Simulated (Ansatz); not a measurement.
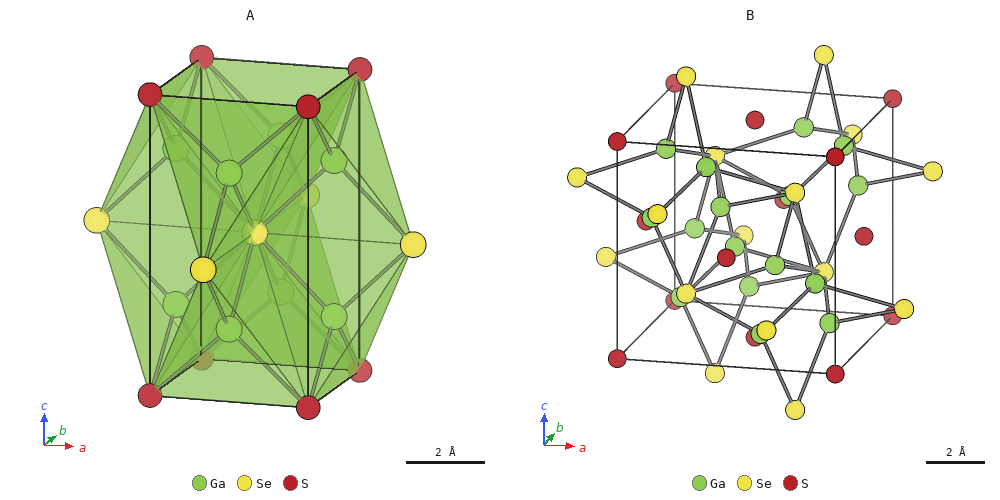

Two structures of Ga4SeS, each relaxed to rest (conventional cells in solid outline, small ones repeated, not to one scale). Method: DFT PBE, scalar-relativistic, plane waves, PAW (Ansatz 0.2.0), without spin polarisation.

**What are A and B?**

A: 6 atoms a cell on a primitive tetragonal lattice, P4/mmm. B: 24 atoms a cell on a face-centred cubic lattice, F-43m.

**Which of the two does the method prefer?**

A is lower, by 174 meV/atom at this level of theory (energies at zero smearing). Volumes: A 24.7, B 20.6 Å³/atom.

One or both may be structure types tried for this composition rather than known phases.
